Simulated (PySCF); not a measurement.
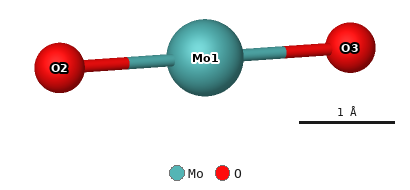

*The structure as given in the input (ball-and-stick view, seen at a tilt; atoms are numbered from 1 in the order of the input). Sticks mark near contacts.*

**MoO$_{2}$: frequency calculation**

System: MoO$_{2}$, multiplicity 3.
Method: UKS-based PBE, Mo def2-TZVP with ECP28, O def2-TZVP; non-relativistic Hamiltonian with a scalar-relativistic core potential; density fitting (PySCF 2.14.0).

The input
```python
from pyscf import gto, scf, dft
mol = gto.M(atom='''
Mo    -0.000000     0.000000    -0.000000
O      0.000000    -0.000000     1.768371
O     -0.000000     0.000000    -1.768371''',
    basis={'Mo': 'def2-TZVP', 'O': 'def2-TZVP'},
    ecp={'Mo': 'def2-TZVP'},
    charge=0, spin=2)
mf = dft.UKS(mol, xc='PBE')
mf.grids.atom_grid = (75, 302)
aux = {'Mo': 'def2-universal-JKFIT', 'O': 'def2-universal-JKFIT'}
mf = mf.density_fit(auxbasis=aux)
mf.conv_tol = 1e-09
mf.diis_space = 10
mf.max_cycle = 60
mf.verbose = 4
mf.kernel()
```

The script is an equivalent of the set-up of the self-consistent field. The run itself was carried out by a driver, which started from the orbitals of the step before it where there was one and computed the further properties.

Launched with:
```bash
OMP_NUM_THREADS=4 python axn.py task.json out
```

Output
```
init E= -218.580615799746
  alpha nocc = 16  HOMO = -0.222600249188631  LUMO = -0.152126628251466
  beta  nocc = 14  HOMO = -0.227184238677484  LUMO = -0.160763193852039
  HOMO = -0.222600249189  LUMO = -0.160763193852  gap/eV = 1.68267
cycle= 1 E= -218.580615799287  delta_E= 4.59e-10  |g|= 3.56e-05  |ddm|= 2.61e-05
  alpha nocc = 16  HOMO = -0.22261047447903  LUMO = -0.152125032653435
  beta  nocc = 14  HOMO = -0.227194589147423  LUMO = -0.160758671413046
  HOMO = -0.222610474479  LUMO = -0.160758671413  gap/eV = 1.68307
cycle= 2 E= -218.580615781673  delta_E= 1.76e-08  |g|= 0.00021  |ddm|= 0.000176
  alpha nocc = 16  HOMO = -0.222605568823514  LUMO = -0.152126986147127
  beta  nocc = 14  HOMO = -0.227189602581547  LUMO = -0.160763199928001
  HOMO = -0.222605568824  LUMO = -0.160763199928  gap/eV = 1.68282
cycle= 3 E= -218.580615798428  delta_E= -1.68e-08  |g|= 5.74e-05  |ddm|= 0.000192
  alpha nocc = 16  HOMO = -0.222603623896905  LUMO = -0.152127453818136
  beta  nocc = 14  HOMO = -0.227187628698911  LUMO = -0.160764385831055
  HOMO = -0.222603623897  LUMO = -0.160764385831  gap/eV = 1.68273
cycle= 4 E= -218.58061579976  delta_E= -1.33e-09  |g|= 6.18e-06  |ddm|= 4.67e-05
  alpha nocc = 16  HOMO = -0.222603016417263  LUMO = -0.152126873354708
  beta  nocc = 14  HOMO = -0.227187019594947  LUMO = -0.160763312844479
  HOMO = -0.222603016417  LUMO = -0.160763312844  gap/eV = 1.68274
cycle= 5 E= -218.580615799778  delta_E= -1.79e-11  |g|= 2.12e-08  |ddm|= 4.12e-06
  alpha nocc = 16  HOMO = -0.22260301525683  LUMO = -0.15212687549841
  beta  nocc = 14  HOMO = -0.227187016028498  LUMO = -0.160763316805482
  HOMO = -0.222603015257  LUMO = -0.160763316805  gap/eV = 1.68274
Extra cycle  E= -218.580615799778  delta_E= -1.71e-13  |g|= 1.21e-07  |ddm|= 1.3e-07
converged SCF energy = -218.580615799778  <S^2> = 2.0301505  2S+1 = 3.0200334
```

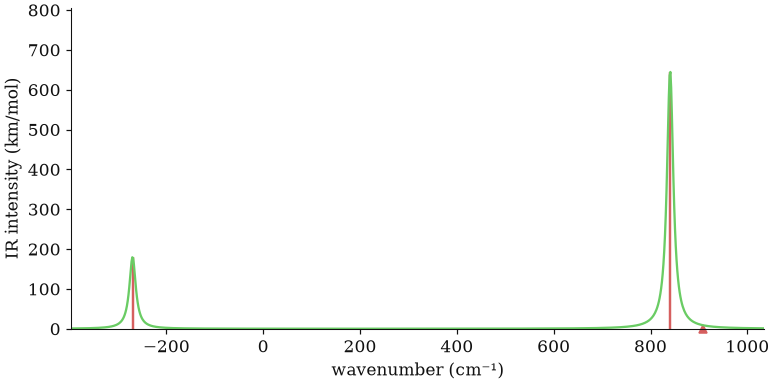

*Harmonic infrared spectrum, unscaled: sticks (degenerate modes added up, dark ones marked on the axis) with a Lorentzian envelope of 16 cm⁻¹ full width, scaled to the tallest stick; imaginary modes are drawn at negative wavenumbers.*

4 modes from 270i to 909 cm⁻¹, 2 imaginary beyond 8i (270i, 270i cm⁻¹): not a minimum. The strongest line is at 841 cm⁻¹ (644 km/mol). All modes, in cm⁻¹ (km/mol): 270i (90), 270i (90), 841 (644), 909 (0.0).

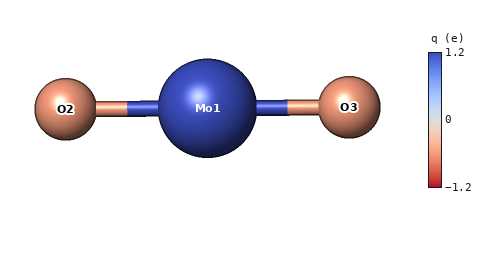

*Mulliken charges, as the colour of each atom (ball-and-stick view, seen at a tilt; atoms are numbered from 1 in the order of the input).*

By element: Mo +1.17 and O −0.59 e.

Results in brief

- outcome: converged
- total energy: −218.580616 hartree
- ⟨S²⟩: 2.030
- zero-point energy: 0.003986 hartree
- dipole moment: 0.00 D
- wavenumbers, lowest and highest: 270i and 909 cm⁻¹
- hardware: 4 threads of Arm Neoverse V2, 24 GiB of memory available, shared host
- wall time: 14 s (CPU time 45 s)
- peak memory: 0.83 GiB
